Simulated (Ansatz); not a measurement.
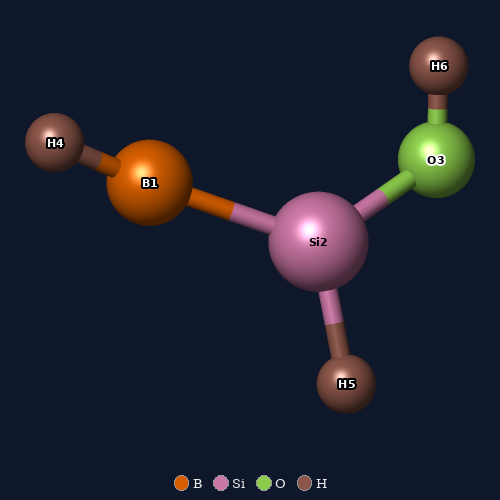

The system is BH₃OSi, SMILES B=[SiH]O; the picture shows the reference structure. The first coordinate is: angle B1–Si2–O3; the second: dihedral B1–Si2–O3–H6. Nothing is relaxed (all other coordinates rigid). The grid has 15 × 15 points. Energies are in eV, from the lowest grid point. Computed with RKS PBE0-D4/def2-TZVP (Ansatz).

Its coordinates:

```xyz
6

B    -1.4190    0.0428   -0.4267
Si    0.4146   -0.0902   -0.3435
O     1.3473    0.2231    0.9755
H    -2.5609   -0.2525   -0.4815
H     1.2331    0.0734   -1.5589
H     0.9849    0.0034    1.8351
```

Range: angle B1–Si2–O3 from 101.0 to 151.0°; dihedral B1–Si2–O3–H6 from −180 to 156°.

What will the energy surface look like?

Answer. The lowest grid point is at angle B1–Si2–O3 = 126.0°, dihedral B1–Si2–O3–H6 = 36°. The highest grid point, angle B1–Si2–O3 = 151.0°, dihedral B1–Si2–O3–H6 = 156°, lies 0.461 eV above the lowest. Round the minimum the two coordinates are weakly coupled (coupling 0.11 in units of the two stiffnesses).

| dihedral B1–Si2–O3–H6 ↓, angle B1–Si2–O3 → | 101.0 | 104.5 | 108.1 | 111.7 | 115.2 | 118.8 | 122.4 | 126.0 | 129.5 | 133.1 | 136.7 | 140.2 | 143.8 | 147.4 | 151.0 |
| --- | --- | --- | --- | --- | --- | --- | --- | --- | --- | --- | --- | --- | --- | --- | --- |
| 156 | 0.309 | 0.235 | 0.173 | 0.125 | 0.091 | 0.071 | 0.064 | 0.071 | 0.091 | 0.124 | 0.170 | 0.226 | 0.294 | 0.373 | 0.461 |
| 132 | 0.285 | 0.218 | 0.160 | 0.114 | 0.083 | 0.063 | 0.058 | 0.065 | 0.085 | 0.118 | 0.163 | 0.219 | 0.287 | 0.366 | 0.454 |
| 108 | 0.284 | 0.216 | 0.157 | 0.110 | 0.076 | 0.054 | 0.046 | 0.050 | 0.068 | 0.098 | 0.142 | 0.196 | 0.262 | 0.340 | 0.427 |
| 84 | 0.302 | 0.227 | 0.161 | 0.108 | 0.069 | 0.042 | 0.028 | 0.029 | 0.042 | 0.070 | 0.110 | 0.161 | 0.226 | 0.301 | 0.387 |
| 60 | 0.335 | 0.248 | 0.172 | 0.111 | 0.064 | 0.031 | 0.013 | 0.008 | 0.018 | 0.042 | 0.080 | 0.129 | 0.191 | 0.266 | 0.350 |
| 36 | 0.372 | 0.275 | 0.190 | 0.120 | 0.068 | 0.030 | 0.007 | 0.000 | 0.007 | 0.029 | 0.065 | 0.112 | 0.174 | 0.247 | 0.331 |
| 12 | 0.392 | 0.290 | 0.202 | 0.130 | 0.076 | 0.037 | 0.013 | 0.006 | 0.012 | 0.034 | 0.069 | 0.117 | 0.178 | 0.251 | 0.334 |
| −12 | 0.376 | 0.280 | 0.197 | 0.130 | 0.080 | 0.045 | 0.024 | 0.019 | 0.027 | 0.050 | 0.087 | 0.135 | 0.197 | 0.270 | 0.353 |
| −36 | 0.340 | 0.256 | 0.183 | 0.124 | 0.081 | 0.050 | 0.034 | 0.031 | 0.043 | 0.068 | 0.106 | 0.155 | 0.217 | 0.291 | 0.374 |
| −60 | 0.308 | 0.233 | 0.168 | 0.116 | 0.077 | 0.050 | 0.037 | 0.038 | 0.051 | 0.077 | 0.116 | 0.166 | 0.229 | 0.302 | 0.385 |
| −84 | 0.289 | 0.219 | 0.157 | 0.108 | 0.071 | 0.046 | 0.034 | 0.036 | 0.049 | 0.077 | 0.116 | 0.167 | 0.230 | 0.304 | 0.387 |
| −108 | 0.294 | 0.222 | 0.158 | 0.107 | 0.070 | 0.044 | 0.032 | 0.034 | 0.048 | 0.075 | 0.115 | 0.166 | 0.230 | 0.305 | 0.389 |
| −132 | 0.321 | 0.242 | 0.174 | 0.120 | 0.080 | 0.053 | 0.040 | 0.042 | 0.056 | 0.084 | 0.125 | 0.177 | 0.241 | 0.317 | 0.402 |
| −156 | 0.347 | 0.263 | 0.192 | 0.135 | 0.095 | 0.068 | 0.056 | 0.058 | 0.073 | 0.102 | 0.144 | 0.197 | 0.263 | 0.340 | 0.426 |
| −180 | 0.341 | 0.259 | 0.190 | 0.137 | 0.099 | 0.075 | 0.065 | 0.070 | 0.087 | 0.118 | 0.163 | 0.217 | 0.285 | 0.363 | 0.450 |

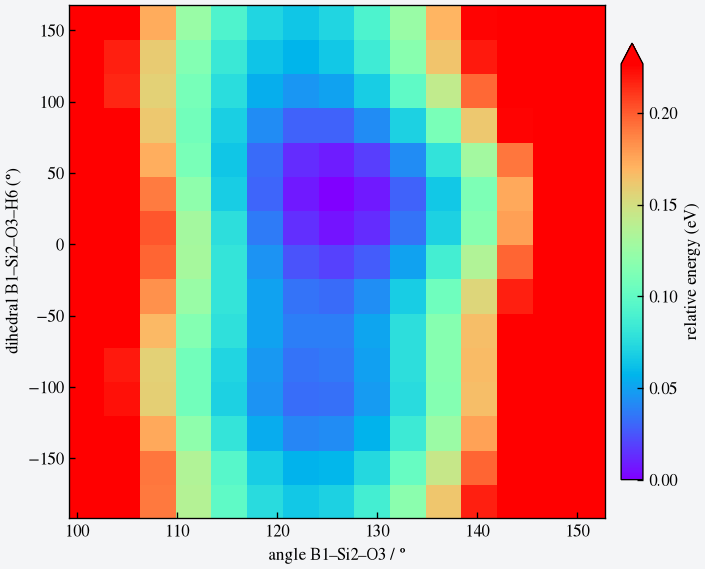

Drawn: one coloured cell a grid point, one colour for all values above the top of the scale.

Time for the 225 points that were run: 6.7 min on 1 thread of Intel(R) Xeon(R) 6975P-C (Granite Rapids) (shared host).
